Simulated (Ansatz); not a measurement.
# BH4O− (SMILES [BH3-]O): SVWN5/STO-3G

Aim: the vertical ionisation energy of BH4O− at SVWN5/STO-3G, from 2 runs. 

The results are computed with Ansatz 0.2.0.

**1. The molecule**

The species is BH4O− (6 atoms), meant as a singlet with charge -1. SMILES: `[BH3-]O`. The shape is that of a GFN2-xTB optimisation.

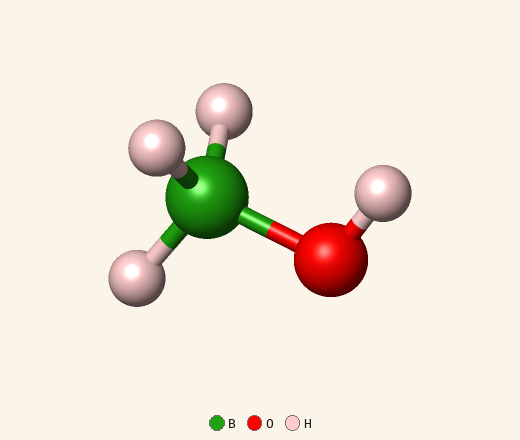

The structure, seen from a chosen angle (boron green, oxygen red, hydrogen pink).

**2. The energy at SVWN5/STO-3G**

File job.yaml:

```yaml
crystal:
  periodic: [false, false, false]
  atoms:
    - {symbol: B, position_ang: [-0.074670, -0.173680, -0.316420]}
    - {symbol: O, position_ang: [-0.013550, 1.016190, 0.603980]}
    - {symbol: H, position_ang: [1.062740, -0.650510, -0.499740]}
    - {symbol: H, position_ang: [-0.542300, 0.195170, -1.379270]}
    - {symbol: H, position_ang: [-0.789000, -1.072510, 0.169030]}
    - {symbol: H, position_ang: [0.356770, 0.685330, 1.422430]}
basis:
  gaussian: {orbitals: STO-3G}
total_charge: -1
hamiltonian: {xc: {name: SVWN5}}
accuracy: high
```

Started as:

```bash
$ ansatz run job.yaml --threads 1 --pin off --max-ram 2610MiB --events-out events.jsonl --progress --plain --runs-dir runs
```

Log:

```text
Warning: RAYON_NUM_THREADS=1 ignored (pool sized by the plan → 1); use --threads N
Functional definition: SVWN5
  name "SVWN5"
  exchange = slater_x
  correlation = vwn5_c
229 factors; integrals over basis functions are off by at most 3.2e-8 eV
mean field evaluation 1: about -2722.9677 eV, gradient 2.0e1 eV
mean field evaluation 2: about -2723.1246 eV, gradient 1.9e1 eV
mean field evaluation 4: about -2724.2894 eV, gradient 3.9e-1 eV
mean field evaluation 8: about -2724.2260 eV, gradient 2.6e-3 eV
mean field -2724.22601240 eV, -100.1134594090 hartree, gradient 6.2e-8 eV, S^2 0.000000; 0 other end points of the search recorded, 0 dependent functions left out
reference -2724.22601401 eV, -100.1134594681 hartree; 9, 9 occupied and 5, 5 virtual orbitals, 229 factors
Total energy: -2724.22601401 eV, -100.1134594681 hartree
```

It took 0.46 s on 1 thread of Arm Neoverse V2, shared host.

**3. Doublet neutral BH4O, same level**

Changes to job.yaml since step 2:

```diff
@@ -11,4 +11,4 @@
   gaussian: {orbitals: STO-3G}
-total_charge: -1
+magnetization: {spin_polarized: true, initial_magnetization: 1}
+accuracy: high
 hamiltonian: {xc: {name: SVWN5}}
-accuracy: high
```

Started as:

```bash
$ ansatz run job.yaml --threads 1 --pin off --max-ram 2610MiB --events-out events.jsonl --progress --plain --runs-dir runs
```

Log:

```text
Warning: RAYON_NUM_THREADS=1 ignored (pool sized by the plan → 1); use --threads N
[... 4 set-up lines as earlier in the session ...]
229 factors; integrals over basis functions are off by at most 3.2e-8 eV
mean field evaluation 1: about -2724.6065 eV, gradient 1.1e1 eV
mean field evaluation 2: about -2718.2141 eV, gradient 2.5e1 eV
mean field evaluation 4: about -2725.5865 eV, gradient 3.7e0 eV
mean field evaluation 8: about -2725.6337 eV, gradient 9.5e-2 eV
mean field evaluation 16: about -2725.6338 eV, gradient 1.4e-5 eV
mean field -2725.63382016 eV, -100.1651953900 hartree, gradient 9.7e-8 eV, S^2 0.751447; 1 other end points of the search recorded, 0 dependent functions left out
reference -2725.63382187 eV, -100.1651954527 hartree; 9, 8 occupied and 5, 6 virtual orbitals, 229 factors
Total energy: -2725.63382187 eV, -100.1651954527 hartree
```

It took 0.7 s on 1 thread of Arm Neoverse V2, shared host; peak memory 0.1 GiB.

**4. Summary of results**

Level: SVWN5/STO-3G.

```
                                           quantity          value
                        singlet BH4O−: total energy  -100.11346 Eh
                 doublet neutral BH4O: total energy  -100.16520 Eh
                         doublet neutral BH4O: ⟨S²⟩          0.751
vertical ionisation energy (to the doublet neutral)      -1.408 eV
```

In words: The species is unbound against losing an electron at this level, by 1.41 eV (−136 kJ/mol); missing correlation or diffuse functions can give that sign where the real anion is bound. In a minimal basis such a difference can be off by several eV, whatever the method.
